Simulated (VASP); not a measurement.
Data:

```
Zr
1.0
    1.62554    -2.81552     0.00000
    1.62554     2.81552     0.00000
    0.00000     0.00000     5.20361
Zr
2
Direct
  0.33333   0.66667   0.25000
  0.66667   0.33333   0.75000
```

Calculation: revPBE GGA, VASP's PBE PAW potentials (set 64) (plane waves; VASP 6.6.1). Settings: 520 eV cut-off, 14×14×8 Γ-centred mesh, tetrahedra with Blöchl corrections, potentials Zr_sv.

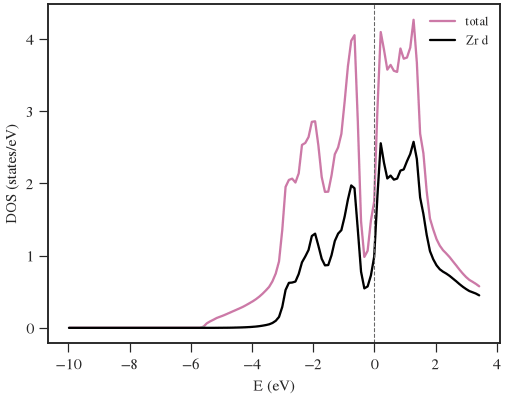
Figure. Total and projected density of states, zero at the Fermi level

Within 2 eV below the Fermi level the largest weight inside VASP's projection spheres is Zr d.

It has no gap at this level: it comes out as a metal or semimetal.

The compound is Zr in the hcp structure. It was relaxed first.
